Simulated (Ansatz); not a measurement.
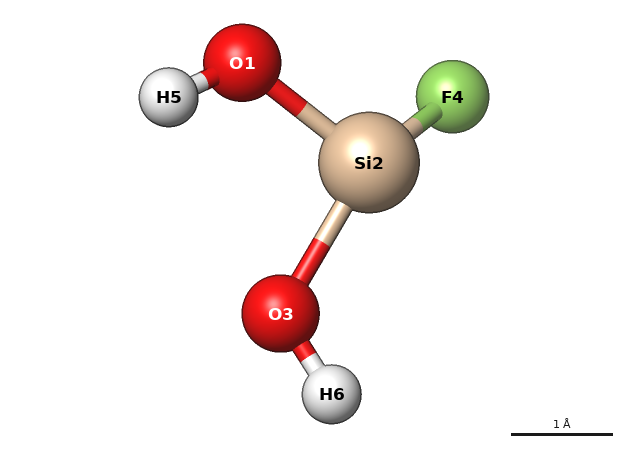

Simulated data, not a measurement (program: Ansatz).

Charge 0, doublet. Geometry: moved along internal coordinates away from the minimum.

Give the bond lengths.

```tsv
bond	length (Å)	order
O1–Si2	1.630	single
O1–H5	0.959	single
Si2–O3	1.763	single
Si2–F4	1.594	single
O3–H6	0.959	single
```
